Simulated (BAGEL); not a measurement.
# A workflow on singlet C2H5Si+

We compute a single-point energy (singlet C2H5Si+, HF/def2-SVP), then a single-point energy (doublet C2H5Si, NEVPT2(3,3)/def2-SVP), then the energy (doublet C2H5Si, CASPT2(3,3)/def2-SVP) of C2H5Si. 

The calculation is run with BAGEL 1.2.2.

## Step 1: Starting point

C2H5Si+ has 8 atoms, charge +1, and is taken as a singlet. SMILES of the parent species: `C=C[SiH2]`. The coordinates come from a PBE0-D4/def2-TZVP relaxation. This is one conformer, not always the lowest. That shape belongs to the parent species and isn't relaxed for this state.

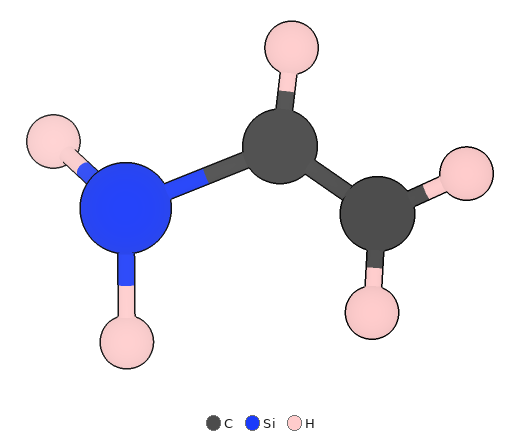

The structure, seen from a chosen angle (carbon dark grey, silicon blue, hydrogen pink).

## Step 2: The energy at HF/def2-SVP (density fitting with svp-jkfit) (run 1)

job.json

```json
{ "bagel" : [

{
  "title" : "molecule",
  "basis" : "svp",
  "df_basis" : "svp-jkfit",
  "angstrom" : "false",
  "geometry" : [
    { "atom" : "C", "xyz" : [    -0.77216099,     1.75784025,    -1.65895655 ] },
    { "atom" : "C", "xyz" : [    -0.67597393,     0.65934245,     0.61721857 ] },
    { "atom" : "Si", "xyz" : [     1.67503434,    -1.72624781,     1.52617683 ] },
    { "atom" : "H", "xyz" : [     0.50302620,     1.21870139,    -3.17451690 ] },
    { "atom" : "H", "xyz" : [    -2.13351969,     3.22842512,    -2.10077452 ] },
    { "atom" : "H", "xyz" : [    -1.99689249,     1.30241625,     2.05832371 ] },
    { "atom" : "H", "xyz" : [     2.89411556,    -2.91792611,    -0.70883627 ] },
    { "atom" : "H", "xyz" : [     0.68028251,    -3.63052482,     3.33615652 ] }
  ]
},

{ "title" : "hf", "charge" : 1 },

{ "title" : "print", "file" : "orbitals.molden", "orbitals" : "true" }

]}
```

Started as:

```sh
$ BAGEL_NUM_THREADS=1 BAGEL job.json > job.out
```

Log:

```text
* using 1 threads per process

  ===============================================================
  ===============================================================

  *** Geometry ***

  { "atom" : "C", "xyz" : [     -0.772161,      1.757840,     -1.658957 ] },
  { "atom" : "C", "xyz" : [     -0.675974,      0.659342,      0.617219 ] },
  { "atom" : "Si", "xyz" : [      1.675034,     -1.726248,      1.526177 ] },
[... 4 lines of this table left out ...]
  { "atom" : "H", "xyz" : [      0.680283,     -3.630525,      3.336157 ] },

  Number of auxiliary basis functions:      368

  Since a DF basis is specified, we compute 2- and 3-index integrals:
    o Being stored without compression. Storage requirement is 0.015 GB

  Number of basis functions:       71
  Number of electrons      :       31

    * METHOD: MOLECULE                             0.10

  *** RHF ***

  === Nuclear Repulsion ===
    90.6431236711

      * DIIS with orbital gradients will be used.

  === RHF iteration (svp) ===
      0       -366.97139194          0.01600379           0.03
      1       -367.07346747          0.00776307           0.03
      2       -367.09195404          0.00164920           0.03
[... 11 lines of this table left out ...]
     14       -367.09363450          0.00000000           0.03
    * SCF iteration converged.

    * Permanent dipole moment:
           (   -0.762440,     0.205640,    -0.339111) a.u.

    * METHOD: HF                                   0.47

    * METHOD: PRINT                                0.01

  ===============================================================
```

Run time: 0.8 s. Hardware: 1 thread of Arm Neoverse V2, shared host; peak memory 0.14 GiB.

## Step 3: Doublet neutral C2H5Si: a single-point energy at NEVPT2(3,3)/def2-SVP (density fitting with svp-jkfit) (run 2)

calc.json

```json
{ "bagel" : [

{
  "title" : "molecule",
  "basis" : "svp",
  "df_basis" : "svp-jkfit",
  "geometry" : [
    { "atom" : "C", "xyz" : [ -0.77216099,  1.75784025, -1.65895655 ] },
    { "atom" : "C", "xyz" : [ -0.67597393,  0.65934245,  0.61721857 ] },
    { "atom" : "Si", "xyz" : [  1.67503434, -1.72624781,  1.52617683 ] },
    { "atom" : "H", "xyz" : [  0.50302620,  1.21870139, -3.17451690 ] },
    { "atom" : "H", "xyz" : [ -2.13351969,  3.22842512, -2.10077452 ] },
    { "atom" : "H", "xyz" : [ -1.99689249,  1.30241625,  2.05832371 ] },
    { "atom" : "H", "xyz" : [  2.89411556, -2.91792611, -0.70883627 ] },
    { "atom" : "H", "xyz" : [  0.68028251, -3.63052482,  3.33615652 ] }
  ]
},
{ "title" : "hf", "charge" : 1 },
{ "title" : "casscf", "nstate" : 1, "nact" : 3, "nclosed" : 14, "nspin" : 1, "active" : [13, 16, 19], "maxiter" : 200, "natocc" : true },
{
  "title" : "nevpt2",
  "nstate" : 1,
  "nact" : 3,
  "nclosed" : 14,
  "nspin" : 1,
  "active" : [13, 16, 19],
  "maxiter" : 200,
  "natocc" : true,
  "ncore" : 7
},
{ "title" : "print", "file" : "orbitals.molden", "orbitals" : true }

]}
```

Started as:

```sh
$ BAGEL_NUM_THREADS=1 BAGEL calc.json > calc.out
```

Log:

```text
* using 1 threads per process

  ===============================================================
  ===============================================================

  *** Geometry ***

  { "atom" : "C", "xyz" : [     -0.772161,      1.757840,     -1.658957 ] },
  { "atom" : "C", "xyz" : [     -0.675974,      0.659342,      0.617219 ] },
  { "atom" : "Si", "xyz" : [      1.675034,     -1.726248,      1.526177 ] },
[... 4 lines of this table left out ...]
  { "atom" : "H", "xyz" : [      0.680283,     -3.630525,      3.336157 ] },

[... 23 lines left out ...]
    * SCF iteration converged.
[... 1 line left out ...]
    * Permanent dipole moment:
[... 28 lines left out ...]
    * Second-order optimization converged. *
[... 11 lines left out ...]
     * ci vector, state   0, <S^2> = 0.7500
[... 3 lines left out ...]
    * METHOD: CASSCF                               2.33

    * freezing 7 orbitals

  === DF-NEVPT2 calculation ===

    * 3-index integral transformation done
    * assembly done

      NEVPT2 correlation energy:   -0.3363085137      0.08

          (+0)     -0.2832562458
          (+0)'    -0.0060473222
          (+1)     -0.0089192766
          (+1)'    -0.0000815167
          (+2)     -0.0001865971
          (-1)     -0.0231708283
          (-1)'    -0.0022357660
          (-2)     -0.0124109609

      NEVPT2 total energy:       -367.7122267458

    * METHOD: NEVPT2                               0.14

    * METHOD: PRINT                                0.01

  ===============================================================
```

Run time: 3.3 s. Hardware: 1 thread of Arm Neoverse V2, shared host; peak memory 0.14 GiB.

## Step 4: Doublet neutral C2H5Si: a single-point energy at CASPT2(3,3)/def2-SVP (density fitting with svp-jkfit) (run 3)

job.json, as its differences from that of step 2:

```diff
@@ -6,3 +6,3 @@
   "df_basis" : "svp-jkfit",
-  "angstrom" : "false",
+  "angstrom" : false,
   "geometry" : [
@@ -21,3 +21,7 @@
 
-{ "title" : "print", "file" : "orbitals.molden", "orbitals" : "true" }
+{ "title" : "casscf", "nstate" : 1, "nact" : 3, "nclosed" : 14, "nspin" : 1, "active" : [13, 16, 19], "maxiter" : 200, "natocc" : true },
+
+{ "title" : "print", "file" : "orbitals.molden", "orbitals" : true },
+
+{ "title" : "smith", "method" : "caspt2", "ms" : true, "xms" : true, "sssr" : true, "shift" : 0.2, "shift_imag" : true, "ncore" : 7 }
```

Started as:

```sh
$ BAGEL_NUM_THREADS=1 BAGEL job.json > job.out
```

Log:

```text
* using 1 threads per process

  ===============================================================
  ===============================================================

  *** Geometry ***

  { "atom" : "C", "xyz" : [     -0.772161,      1.757840,     -1.658957 ] },
  { "atom" : "C", "xyz" : [     -0.675974,      0.659342,      0.617219 ] },
  { "atom" : "Si", "xyz" : [      1.675034,     -1.726248,      1.526177 ] },
[... 4 lines of this table left out ...]
  { "atom" : "H", "xyz" : [      0.680283,     -3.630525,      3.336157 ] },

[... 25 lines left out ...]
    * Permanent dipole moment:
[... 40 lines left out ...]
     * ci vector, state   0, <S^2> = 0.7500
[... 21 lines left out ...]
       #      aibj      arbs      arbi      airj      risj      airs      arst      rist         Etot      error   time
[... 9 lines left out ...]
      ------------------------------------------------------------------------------------------------------------------

    * CASPT2 energy : state  0     -367.7212222760
        w/o shift correction       -367.7186471514
        reference weight              0.8810766350

    * METHOD: SMITH                                0.30

  ===============================================================
```

Run time: 3.6 s. Hardware: 1 thread of Arm Neoverse V2, shared host; peak memory 0.14 GiB.

## Step 5: Results

| quantity | value |
| --- | --- |
| run 1, HF/def2-SVP: total energy | -367.09363 Eh |
| run 1, HF/def2-SVP: HOMO energy | -16.35 eV |
| run 1, HF/def2-SVP: LUMO energy | -6.48 eV |
| run 1, HF/def2-SVP: HOMO–LUMO gap | 9.86 eV |
| doublet neutral C2H5Si, run 2: total energy | -367.71223 Eh |
| doublet neutral C2H5Si, run 3: total energy | -367.72122 Eh |
